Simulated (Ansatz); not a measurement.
Molecular dynamics of CH4FNOSi (part 3 of 3)

Continued. System: CH4FNOSi. Method: RKS r2SCAN-d3bjatm/6-31G* (Ansatz 0.2.0). The geometry comes from this level: PBE0-D4/def2-TZVP.

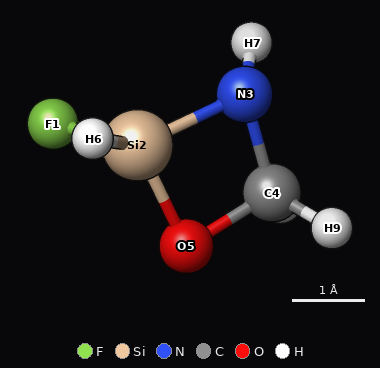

Figure 1. The geometry at step 42 of the log (ball-and-stick view, seen at a tilt; atoms are numbered from 1 in the order of the input).

Trajectory as extended XYZ, continued
```
9
Properties=species:S:1:pos:R:3:forces:R:3 step=34 time_fs=68.0 energy=-15230.97266 temperature=304.9
F    -1.2315   -0.0992   -1.8026   -0.1011   0.3918  -0.1146
Si   -1.0338    0.3631   -0.2782   -0.2330  -0.4876   0.6493
N     0.6036    0.7355    0.2165    0.7707  -0.9227  -1.5456
C     0.5547   -0.6625    0.8429   -0.0960   0.9387   0.2407
O    -0.8431   -0.9731    0.7061   -0.0680  -0.1031  -0.0426
H    -2.1653    1.2008    0.1721    0.0333   0.1637  -0.3703
H     1.2708    0.7425   -0.6043   -0.6414   0.1979   1.2143
H     1.1682   -1.4110    0.3316    0.1858   0.0293  -0.0027
H     0.7941   -0.5709    1.9074    0.1497  -0.2081  -0.0284
9
Properties=species:S:1:pos:R:3:forces:R:3 step=35 time_fs=70.0 energy=-15230.92131 temperature=282.8
F    -1.2313   -0.1012   -1.7914   -0.0654   0.4132  -0.1020
Si   -1.0292    0.3732   -0.2692   -0.2946  -0.5472   0.0833
N     0.6025    0.7316    0.2154    1.1662  -0.7990  -1.7228
C     0.5360   -0.6640    0.8633    0.6971   0.8262  -0.8516
O    -0.8439   -0.9609    0.7011   -0.2854  -0.6103   0.3034
H    -2.1714    1.1877    0.1458   -0.1417   0.3621  -0.1948
H     1.2647    0.7076   -0.6231   -0.8313   0.2758   1.4913
H     1.2083   -1.3989    0.3621   -0.3876   0.2692   0.2347
H     0.7851   -0.5441    1.9009    0.1426  -0.1900   0.7585
9
Properties=species:S:1:pos:R:3:forces:R:3 step=36 time_fs=72.0 energy=-15230.91883 temperature=267.9
F    -1.2314   -0.1021   -1.7793   -0.0181   0.4064  -0.1416
Si   -1.0250    0.3818   -0.2599   -0.4237  -0.4535  -0.4367
N     0.6031    0.7257    0.2095    0.1301  -0.6935  -0.1706
C     0.5186   -0.6637    0.8797    1.4911   1.1139  -0.5388
O    -0.8457   -0.9502    0.6949   -0.4759  -1.1113   0.6524
H    -2.1820    1.1810    0.1087   -0.2339   0.4923  -0.0204
H     1.2330    0.6778   -0.5877    0.3643   0.3100   0.0459
H     1.2393   -1.3730    0.3946   -0.6996   0.1705   0.2406
H     0.7834   -0.5271    1.9250   -0.1342  -0.2349   0.3693
9
Properties=species:S:1:pos:R:3:forces:R:3 step=37 time_fs=74.0 energy=-15230.83958 temperature=255.3
F    -1.2311   -0.1004   -1.7660    0.0123   0.3542  -0.2982
Si   -1.0220    0.3900   -0.2519   -0.7773  -0.2076  -0.7649
N     0.6031    0.7180    0.2024   -0.8507  -0.4919   1.4196
C     0.5051   -0.6610    0.8949    1.7357   1.6527   0.2424
O    -0.8496   -0.9426    0.6886   -0.5981  -1.4417   0.9456
H    -2.2050    1.1889    0.0652   -0.0349   0.4215   0.0892
H     1.2227    0.6506   -0.5539    1.4774   0.2695  -1.3504
H     1.2466   -1.3358    0.4273   -0.5446  -0.2973   0.0225
H     0.7777   -0.5207    1.9617   -0.4198  -0.2594  -0.3058
9
Properties=species:S:1:pos:R:3:forces:R:3 step=38 time_fs=76.0 energy=-15230.85066 temperature=253.4
F    -1.2313   -0.0974   -1.7506   -0.0102   0.2536  -0.5980
Si   -1.0206    0.3980   -0.2460   -1.2427   0.1283  -0.8432
N     0.6037    0.7086    0.1971    0.6313  -0.3653   0.1467
C     0.4962   -0.6539    0.9115    1.4646   1.8892   0.3210
O    -0.8547   -0.9377    0.6852   -0.6590  -1.4896   1.1463
H    -2.2341    1.2165    0.0258    0.4175   0.1579   0.1306
H     1.2734    0.6364   -0.5730    0.0103   0.3742   0.2280
H     1.2340   -1.3070    0.4542   -0.1577  -0.7970  -0.2010
H     0.7601   -0.5226    1.9825   -0.4541  -0.1514  -0.3304
9
Properties=species:S:1:pos:R:3:forces:R:3 step=39 time_fs=78.0 energy=-15230.83823 temperature=247.2
F    -1.2315   -0.0936   -1.7346   -0.0704   0.1305  -0.9872
Si   -1.0212    0.4053   -0.2415   -1.3501   0.2873  -0.6774
N     0.6082    0.6974    0.1913    1.3924  -0.1774  -0.4258
C     0.4923   -0.6412    0.9272    1.0830   1.5112  -0.2688
O    -0.8601   -0.9355    0.6853   -0.6771  -1.2235   1.2182
H    -2.2464    1.2502   -0.0058    0.6840  -0.0136   0.1875
H     1.3242    0.6438   -0.5799   -0.8978   0.3298   1.0921
H     1.2068   -1.3092    0.4729    0.1090  -0.9138  -0.2362
H     0.7312   -0.5349    1.9908   -0.2729   0.0695   0.0976
9
Properties=species:S:1:pos:R:3:forces:R:3 step=40 time_fs=80.0 energy=-15230.90643 temperature=311.9
F    -1.2308   -0.0898   -1.7200   -0.1442   0.0077  -1.3962
Si   -1.0246    0.4126   -0.2384   -0.9540   0.1785  -0.3362
N     0.6171    0.6856    0.1846    0.3670  -0.0181   0.5401
C     0.4924   -0.6235    0.9405    0.9026   0.4441  -1.1164
O    -0.8677   -0.9351    0.6877   -0.6256  -0.7131   1.1477
H    -2.2323    1.2811   -0.0322    0.6145   0.0224   0.2763
H     1.3381    0.6658   -0.5407   -0.1739   0.1712   0.3063
H     1.1750   -1.3473    0.4857   -0.0110  -0.3748   0.0796
H     0.6868   -0.5474    2.0012    0.0245   0.2821   0.4988
9
Properties=species:S:1:pos:R:3:forces:R:3 step=41 time_fs=82.0 energy=-15230.89791 temperature=319.9
F    -1.2288   -0.0860   -1.7088   -0.2266  -0.0742  -1.6979
Si   -1.0294    0.4206   -0.2355   -0.2091  -0.1780  -0.0384
N     0.6276    0.6754    0.1792   -1.3634  -0.0271   1.9183
C     0.4967   -0.6038    0.9491    0.7176  -0.6922  -0.9870
O    -0.8773   -0.9346    0.6914   -0.4816  -0.1316   0.9819
H    -2.1923    1.3135   -0.0493    0.2589   0.2456   0.3671
H     1.3454    0.6919   -0.4899    1.2270   0.1136  -1.0063
H     1.1432   -1.4000    0.5087   -0.1468   0.3590   0.3803
H     0.6381   -0.5472    2.0303    0.2240   0.3849   0.0822
9
Properties=species:S:1:pos:R:3:forces:R:3 step=42 time_fs=84.0 energy=-15230.89900 temperature=283.5
F    -1.2275   -0.0821   -1.7031   -0.3186  -0.0877  -1.7839
Si   -1.0347    0.4287   -0.2330    0.4725  -0.6139   0.0945
N     0.6334    0.6676    0.1774   -0.3494   0.0918   0.8237
C     0.5037   -0.5858    0.9521    0.2751  -1.4153  -0.0562
O    -0.8879   -0.9348    0.6968   -0.3154   0.4083   0.7399
H    -2.1383    1.3617   -0.0544   -0.1134   0.4508   0.4070
H     1.3989    0.7200   -0.4833    0.0183   0.0135   0.0467
H     1.1132   -1.4384    0.5481   -0.0415   0.7396   0.3736
H     0.5951   -0.5317    2.0626    0.3724   0.4129  -0.6453
9
Properties=species:S:1:pos:R:3:forces:R:3 step=43 time_fs=86.0 energy=-15230.86654 temperature=276.3
F    -1.2266   -0.0779   -1.7021   -0.4200  -0.0337  -1.6995
Si   -1.0385    0.4355   -0.2312    0.7116  -0.6923   0.2446
N     0.6379    0.6609    0.1768    0.7658   0.3151  -0.2512
C     0.5124   -0.5721    0.9528   -0.4813  -1.3951   0.6713
O    -0.8995   -0.9348    0.7044   -0.1212   0.8251   0.4765
H    -2.0905    1.4329   -0.0372   -0.0791   0.2664   0.3074
H     1.4548    0.7443   -0.4781   -1.2195  -0.1491   0.9506
H     1.0872   -1.4460    0.5985    0.3553   0.4548   0.0420
H     0.5660   -0.5041    2.0697    0.4886   0.4088  -0.7418
9
Properties=species:S:1:pos:R:3:forces:R:3 step=44 time_fs=88.0 energy=-15230.88167 temperature=269.1
F    -1.2255   -0.0726   -1.7043   -0.5159   0.0811  -1.4755
Si   -1.0399    0.4422   -0.2291    0.7455  -0.5056   0.3745
N     0.6445    0.6541    0.1733    0.2845   0.2666  -0.0207
C     0.5201   -0.5638    0.9563   -1.2455  -0.8975   0.6793
O    -0.9109   -0.9331    0.7125    0.0968   1.0768   0.2717
H    -2.0460    1.5126    0.0009    0.1529  -0.1725   0.1120
H     1.4707    0.7557   -0.4398   -0.8257  -0.1138   0.5064
H     1.0748   -1.4390    0.6524    0.7788  -0.1486  -0.3599
H     0.5502   -0.4684    2.0508    0.5288   0.4136  -0.0878
9
Properties=species:S:1:pos:R:3:forces:R:3 step=45 time_fs=90.0 energy=-15230.86675 temperature=314.2
F    -1.2264   -0.0657   -1.7118   -0.5802   0.2514  -1.0449
Si   -1.0408    0.4489   -0.2262    0.8656  -0.3371   0.2780
N     0.6509    0.6474    0.1673   -1.5966  -0.1023   1.0948
C     0.5231   -0.5589    0.9630   -1.3176  -0.8847   0.1873
O    -0.9217   -0.9292    0.7210    0.3576   1.1934   0.1547
H    -1.9937    1.5856    0.0468    0.2611  -0.5562  -0.0856
H     1.4583    0.7668   -0.3851    0.9286   0.1364  -0.7918
H     1.0912   -1.4437    0.6938    0.5867  -0.0271  -0.3696
H     0.5442   -0.4182    2.0329    0.4949   0.3262   0.5771
9
Properties=species:S:1:pos:R:3:forces:R:3 step=46 time_fs=92.0 energy=-15230.87192 temperature=332.0
F    -1.2288   -0.0591   -1.7229   -0.6130   0.4466  -0.4782
Si   -1.0411    0.4564   -0.2229    1.0419  -0.3324  -0.0299
N     0.6521    0.6420    0.1650   -1.5774  -0.2114   0.8421
C     0.5228   -0.5583    0.9702   -0.8807  -0.8816   0.6183
O    -0.9315   -0.9216    0.7328    0.7018   1.1822   0.1214
H    -1.9364    1.6383    0.0951    0.1898  -0.7439  -0.2495
H     1.4792    0.7881   -0.3542    0.8267   0.1384  -0.7178
H     1.1361   -1.4487    0.7214   -0.0462   0.4860  -0.1633
H     0.5576   -0.3509    2.0457    0.3570  -0.0839   0.0570
9
Properties=species:S:1:pos:R:3:forces:R:3 step=47 time_fs=94.0 energy=-15230.84287 temperature=279.1
F    -1.2332   -0.0535   -1.7339   -0.6270   0.6217   0.0616
Si   -1.0400    0.4654   -0.2197    1.2748  -0.5665  -0.4327
N     0.6485    0.6365    0.1657    0.2124   0.1069  -0.3241
C     0.5202   -0.5609    0.9791   -0.4807  -0.3819   1.1452
O    -0.9379   -0.9110    0.7456    0.9676   1.0704   0.1678
H    -1.8749    1.6665    0.1357   -0.0655  -0.6550  -0.3302
H     1.5282    0.8091   -0.3448   -0.9241  -0.1911   0.3043
H     1.1806   -1.4332    0.7401   -0.4819   0.5500  -0.0596
H     0.5884   -0.2885    2.0623    0.1244  -0.5546  -0.5323
9
Properties=species:S:1:pos:R:3:forces:R:3 step=48 time_fs=96.0 energy=-15230.80964 temperature=247.1
F    -1.2400   -0.0477   -1.7437   -0.6105   0.7588   0.5282
Si   -1.0372    0.4746   -0.2168    1.5835  -1.0092  -0.8441
N     0.6454    0.6313    0.1674    0.5678   0.2256  -0.5616
C     0.5174   -0.5640    0.9903   -0.4995   0.4388   1.0425
O    -0.9401   -0.8983    0.7591    1.0641   0.9243   0.2377
H    -1.8136    1.6756    0.1609   -0.4514  -0.3089  -0.3011
H     1.5408    0.8195   -0.3250   -1.1859  -0.2554   0.4184
H     1.1975   -1.3979    0.7515   -0.3637  -0.0362  -0.1490
H     0.6257   -0.2509    2.0569   -0.1044  -0.7378  -0.3710
9
Properties=species:S:1:pos:R:3:forces:R:3 step=49 time_fs=98.0 energy=-15230.79737 temperature=236.5
F    -1.2473   -0.0411   -1.7516   -0.5670   0.8424   0.8832
Si   -1.0327    0.4823   -0.2146    1.7996  -1.3611  -1.1407
N     0.6446    0.6285    0.1694   -0.8867  -0.0440   0.2059
C     0.5142   -0.5650    1.0045   -0.7526   1.1335   0.3830
O    -0.9390   -0.8823    0.7743    1.0228   0.7498   0.3180
H    -1.7695    1.6784    0.1745   -0.7621   0.0269  -0.2446
H     1.5082    0.8220   -0.2918    0.3609   0.0717  -0.3893
H     1.1946   -1.3616    0.7505    0.0235  -0.8019  -0.2952
H     0.6610   -0.2409    2.0416   -0.2384  -0.6173   0.2798
9
Properties=species:S:1:pos:R:3:forces:R:3 step=50 time_fs=100.0 energy=-15230.79229 temperature=233.7
F    -1.2544   -0.0331   -1.7576   -0.5068   0.8738   1.1156
Si   -1.0261    0.4887   -0.2144    1.6369  -1.3864  -1.2822
N     0.6417    0.6262    0.1709   -1.5482  -0.1770   0.7508
C     0.5084   -0.5628    1.0212   -0.4492   0.8782  -0.5947
O    -0.9349   -0.8647    0.7896    0.8363   0.5754   0.3892
H    -1.7525    1.6859    0.1813   -0.8226   0.0730  -0.2586
H     1.4915    0.8265   -0.2725    1.2375   0.2757  -0.7848
H     1.1941   -1.3515    0.7342   -0.1357  -0.7520  -0.1669
H     0.6845   -0.2567    2.0404   -0.2482  -0.3606   0.8316
```

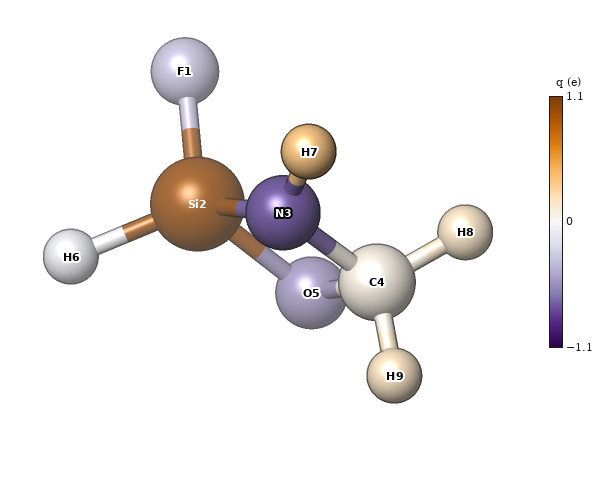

Figure 2. Mulliken charges, as the colour of each atom (ball-and-stick view, seen at a tilt; atoms are numbered from 1 in the order of the input). By element: F −0.37, Si +1.00, N −0.75, C +0.07, O −0.58 and H −0.08 to +0.34 e.

This output came from the following input.

The input
```yaml
crystal:
  periodic: [false, false, false]
  atoms:
    - {symbol: F, position_ang: [-1.383864, -0.054423, -1.912910]}
    - {symbol: Si, position_ang: [-1.044010, 0.170647, -0.376642]}
    - {symbol: N, position_ang: [0.483774, 0.819613, 0.008207]}
    - {symbol: C, position_ang: [0.841681, -0.490940, 0.555094]}
    - {symbol: O, position_ang: [-0.428561, -1.150858, 0.406375]}
    - {symbol: H, position_ang: [-2.270590, 0.759704, 0.184073]}
    - {symbol: H, position_ang: [1.163079, 1.371678, -0.483532]}
    - {symbol: H, position_ang: [1.618183, -1.015129, -0.013290]}
    - {symbol: H, position_ang: [1.108709, -0.456491, 1.615524]}
basis:
  gaussian: {orbitals: "6-31G*"}
hamiltonian: {xc: {name: r2SCAN}, dispersion: d3bjatm}
md: {timestep: 2 fs, n_steps: 50, ensemble: nvt_langevin, temperature: 300, initial_velocities: maxwell_boltzmann, friction: 0.01, seed: 115}
```

Launch command:
```bash
ansatz run in.yaml --threads 2 --pin off --events-out ev --progress --plain --max-ram 4352MiB
```

Summary

```tsv
quantity	value
outcome	finished
mean temperature over the second half	293 K
trajectory	50 steps, 100 fs
ensemble	nvt_langevin
temperature in the input	300 K
time step	2 fs
potential energy (last step)	−15230.7923 eV
mean-field energy (last step)	−15230.7468 eV
dispersion energy (last step)	−0.0455 eV
SCF solution under orbital rotations (last step)	stable
largest force (length of the vector) (last step)	2.499 eV/Å
dipole moment (last step)	2.08 D
hardware	2 threads of Arm Neoverse N1, 23 GiB of memory available, shared host
wall time	4 min (CPU time 7.9 min)
peak memory	0.18 GiB
```

Notes

So short a trajectory is not equilibrated. The logged temperature at the start can lie below the typed one, since it is counted over all degrees of freedom.
